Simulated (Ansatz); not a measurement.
# CAM-B3LYP/def2-SVP (core potential) run of CH6ClInSi (SMILES [CH3][In]([SiH3])[Cl])

What is the energy change on altering one bond length of CH6ClInSi at CAM-B3LYP/def2-SVP (core potential)? 

Program for the calculation: Ansatz 0.2.0.

77 further runs of the same task are left out: 77 set aside as unsound or not needed.

## 1. The structure to begin with

CH6ClInSi: 10 atoms, total charge 0, spin state singlet. As SMILES, `[CH3][In]([SiH3])[Cl]`. The coordinates come from a PBE0-D4/def2-TZVP relaxation.

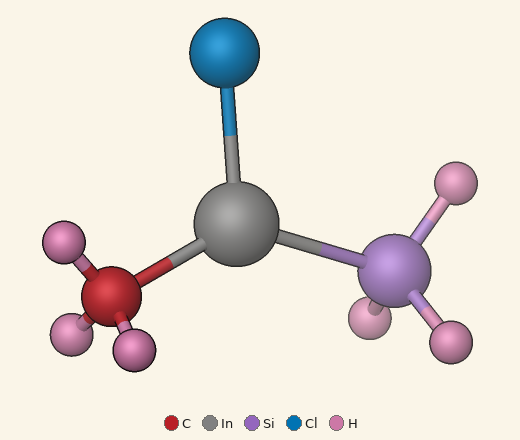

The structure, seen from a chosen angle (carbon red, indium grey, silicon purple, chlorine blue, hydrogen pink).

## 2. The energy at CAM-B3LYP/def2-SVP (core potential)

Contents of molecule.yaml:

```yaml
basis:
  gaussian: {orbitals: def2-SVP}
crystal:
  periodic: [false, false, false]
  atoms:
    - {symbol: C, position_ang: [-0.949700, 1.813700, -0.793500]}
    - {symbol: In, position_ang: [-0.434700, -0.206900, -0.307800]}
    - {symbol: Si, position_ang: [1.361300, -1.433300, 1.052000]}
    - {symbol: Cl, position_ang: [-1.957200, -1.714200, -1.309800]}
    - {symbol: H, position_ang: [-0.111400, 2.307700, -1.287300]}
    - {symbol: H, position_ang: [-1.187700, 2.367500, 0.116300]}
    - {symbol: H, position_ang: [-1.814900, 1.809300, -1.455300]}
    - {symbol: H, position_ang: [1.201100, -2.904800, 0.939400]}
    - {symbol: H, position_ang: [1.261700, -1.039600, 2.484400]}
    - {symbol: H, position_ang: [2.714800, -1.050500, 0.564600]}
hamiltonian: {xc: {name: CAM-B3LYP}}
accuracy: high
output: {orbitals: {seedname: orbitals}}
```

Command:

```sh
$ ansatz run molecule.yaml --threads 1 --pin off --max-ram 2610MiB --events-out events.jsonl --progress --plain --runs-dir runs
```

Output:

```text
Warning: RAYON_NUM_THREADS=1 ignored (pool sized by the plan → 1); use --threads N
Functional definition: CAM-B3LYP
  name "CAM-B3LYP"
  parameter alpha = 0.19
  parameter beta = 0.46
  parameter omega = 0.33/bohr
  parameter ac = 0.81
  exchange = (1 - alpha - beta)*b88_x + beta*b88_x_sr(omega) + alpha*exact_x + beta*exact_x_lr(omega)
  correlation = (1 - ac)*vwn5_c + ac*lyp_c
2450 factors; integrals over basis functions are off by at most 1.9e-8 eV
548 factors; integrals over basis functions are off by at most 1.9e-9 eV
mean field evaluation 1: about -26697.3125 eV, gradient 4.2e1 eV
mean field evaluation 2: about -26697.1271 eV, gradient 4.2e1 eV
mean field evaluation 4: about -26701.9520 eV, gradient 1.2e0 eV
mean field evaluation 8: about -26702.0533 eV, gradient 3.3e-2 eV
mean field evaluation 16: about -26702.0533 eV, gradient 5.6e-6 eV
mean field -26702.05332172 eV, -981.2823602715 hartree, gradient 9.0e-8 eV, S^2 0.000000; 0 other end points of the search recorded, 0 dependent functions left out
reference -26702.05334586 eV, -981.2823611587 hartree; 32, 32 occupied and 74, 74 virtual orbitals, 2450 factors
Total energy: -26702.05334586 eV, -981.2823611587 hartree
```

Run time: 7.5 s. Hardware: 1 thread of Intel Xeon 6975P-C (Granite Rapids), shared host; peak memory 0.53 GiB.

## 3. The distorted shape, same level

Contents of job.yaml:

```yaml
crystal:
  periodic: [false, false, false]
  atoms:
    - symbol: C
      position_ang: [0.877272, 3.622432, 0.408882]
    - symbol: In
      position_ang: [1.392272, 1.601832, 0.894582]
    - symbol: Si
      position_ang: [3.188272, 0.375432, 2.254382]
    - symbol: Cl
      position_ang: [-1.957200, -1.714200, -1.309800]
    - symbol: H
      position_ang: [1.715572, 4.116432, -0.084918]
    - symbol: H
      position_ang: [0.639272, 4.176232, 1.318682]
    - symbol: H
      position_ang: [0.012072, 3.618032, -0.252918]
    - symbol: H
      position_ang: [3.028072, -1.096068, 2.141782]
    - symbol: H
      position_ang: [3.088672, 0.769132, 3.686782]
    - symbol: H
      position_ang: [4.541772, 0.758232, 1.766982]
basis:
  gaussian: {orbitals: def2-SVP}
hamiltonian: {xc: {name: CAM-B3LYP}}
accuracy: high
output: {orbitals: {seedname: orbitals}}
```

Command:

```sh
$ ansatz run job.yaml --threads 1 --pin off --max-ram 2610MiB --events-out events.jsonl --progress --plain --runs-dir runs
```

Output (excerpt; [...] marks lines left out):

```text
Warning: RAYON_NUM_THREADS=1 ignored (pool sized by the plan → 1); use --threads N
[... 2 set-up lines as earlier in the session ...]
[...]
2366 factors; integrals over basis functions are off by at most 2.2e-8 eV
569 factors; integrals over basis functions are off by at most 2.2e-9 eV
[...]
mean field -26697.53526034 eV, -981.1163245782 hartree, gradient 4.3e-8 eV, S^2 0.000000; 4 other end points of the search recorded, 0 dependent functions left out
reference -26697.53528603 eV, -981.1163255223 hartree; 32, 32 occupied and 74, 74 virtual orbitals, 2366 factors
Total energy: -26697.53528603 eV, -981.1163255223 hartree
```

Run time: 11 s. Hardware: 1 thread of Intel Xeon 6975P-C (Granite Rapids), shared host; peak memory 0.51 GiB.

## 4. What came out

At CAM-B3LYP/def2-SVP (core potential):

```
                                                           quantity          value
                                          first shape: total energy  -981.28236 Eh
                                           first shape: HOMO energy       -8.52 eV
                                           first shape: LUMO energy       -0.83 eV
                                         first shape: HOMO–LUMO gap        7.69 eV
                                      distorted shape: total energy  -981.11633 Eh
                                       distorted shape: HOMO energy       -5.85 eV
                                       distorted shape: LUMO energy       -3.42 eV
                                     distorted shape: HOMO–LUMO gap        2.43 eV
energy change with the In2–Cl4 bond stretched from 2.365 to 5.203 Å       4.518 eV
```

In words: With the In2–Cl4 bond stretched from 2.365 to 5.203 Å the energy rises by 4.52 eV (104 kcal/mol). The first shape isn't relaxed at this level, so the change isn't measured from a minimum.
